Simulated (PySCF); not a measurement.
Input file:

```
{"job": {"kind": "nmr", "xc": "PBE0", "basis": "pcSseg-1"}, "charge": 0, "multiplicity": 1}
Si     2.408971     0.141053     0.737451
N      1.582066    -0.629083    -0.598667
Si    -0.110167    -0.861382    -0.716215
O     -0.705635    -0.951509     0.849616
C     -1.829729    -0.106791     0.995725
C     -1.701974     1.002976    -0.058288
O     -1.065581     0.435038    -1.184267
H      2.673981    -0.781542     1.883089
H      1.588707     1.284936     1.232008
H      3.722811     0.650633     0.239319
H      2.161521    -1.057185    -1.314230
H     -0.376076    -2.003244    -1.622345
H     -2.758011    -0.687631     0.841515
H     -1.851836     0.303313     2.017701
H     -2.686976     1.401216    -0.349703
H     -1.098362     1.842826     0.333815
```

Run with:

```sh
OMP_NUM_THREADS=1 python probes_run.py task.json out
```

Geometry: PBE0-D3(BJ)/def2-SVP.

Method: PBE0/pcSseg-1, SCF density, gas phase, non-relativistic in PySCF.

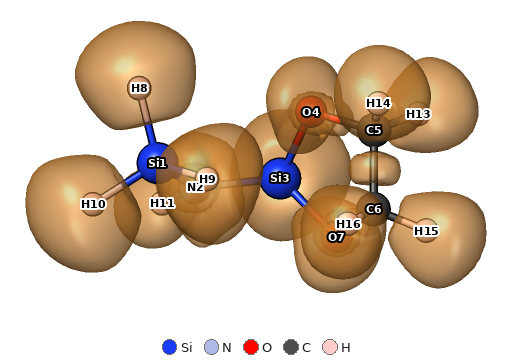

C2H9NO2Si2 (SMILES [SiH3]N[SiH]1OCCO1). Isosurface of the electron localisation function at 0.75 (orange), seen from one side. Only the valence region is drawn (cores and ρ < 0.01 e/Å³ removed).

Question: What do the ELF domains correspond to?

Answer: The ELF exceeds this value in one region between bonded C–C atoms (shared pairs), eight regions around hydrogen nuclei, two regions on O in which the atom's valence shell and bonds are merged and one joined region spread over several atoms (H, N), in which their bonds and any lone pairs are merged. Profiles from the grid: C–O (1.41 Å): the ELF peaks at about 0.85 between the atoms: a polar covalent bond. C–C (1.54 Å): the ELF peaks at about 0.95 between the atoms (a covalent bond).
